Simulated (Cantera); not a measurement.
A closed system holds: 1 mol HgO, a varied amount of H2, held at 850 K and 3000 Pa.

Cantera equilibrium calculation (NASA polynomials, part measured and part estimated; ideal gas, pure solids and liquids). Candidate condensed phases: H2O, Hg, HgO; 10 gas species. Equilibrium is a limit: real reactors are often held back by kinetics, nucleation or transport.

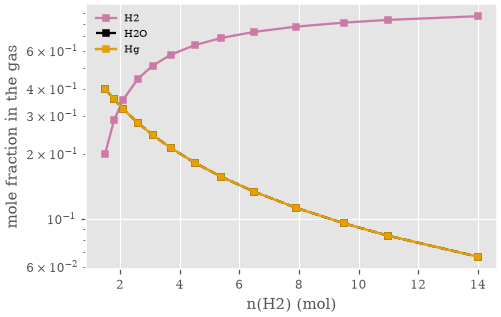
Figure: Equilibrium gas composition (values under 1e-9 drawn at 1e-9)

### Question
Read off the mole fractions at 2.1 mol H2.

### Answer
H2 about 0.35, H2O about 0.32, Hg about 0.32.
